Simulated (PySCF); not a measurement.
# C7H5F3O: the cost of one run

Programs: PySCF 2.14.0, with routines of our own; each step states its level. All values are computed. Atoms count from 0.

## (1) The system as given

16 atoms, charge 0, multiplicity 1; geometry from: GFN2-xTB.

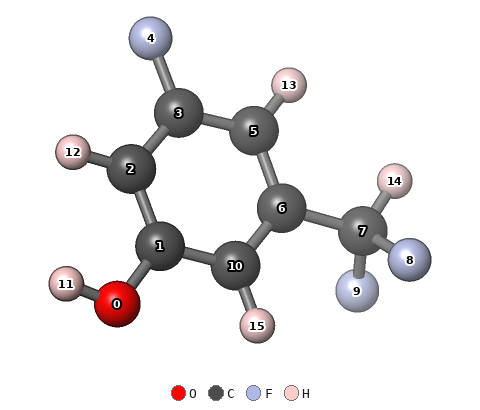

The starting geometry (oxygen red, carbon dark grey, fluorine light blue, hydrogen pink).

## (2) Magnetic properties: GIAO B3LYP/pcSseg-1

What the job is given:

```
{"job": {"kind": "mag", "xc": "B3LYP", "basis": "pcSseg-1", "isotopologues": 0}, "charge": 0, "multiplicity": 1}
O      2.219527    -1.815473    -0.284520
C      1.373492    -0.776741    -0.130375
C      1.822473     0.529448     0.036219
C      0.893299     1.542191     0.184589
F      1.336828     2.802038     0.345607
C     -0.468470     1.307180     0.175029
C     -0.901293    -0.002187     0.011710
C     -2.373158    -0.316970     0.004956
F     -2.737786    -0.929066    -1.150597
F     -2.688893    -1.187624     0.997984
C      0.004657    -1.038198    -0.140149
H      3.136952    -1.515680    -0.264435
H      2.876880     0.763585     0.050943
H     -1.159135     2.125936     0.292337
H     -3.007897     0.573648     0.127663
H     -0.335074    -2.053143    -0.268372
```

With the program's defaults for keys left out, this is: GIAO B3LYP/pcSseg-1 magnetisability, rotational g tensor and spin-rotation constants, non-relativistic, gas phase.

Run with:

```console
$ OMP_NUM_THREADS=1 python excited_run.py task.json out
```

This one command runs all jobs of the session in turn.

**Question.** How long does this first job take on 1 thread of Arm Neoverse N1, shared host, and how much memory does it need?

About 71 s, with a peak of 0.96 GiB.
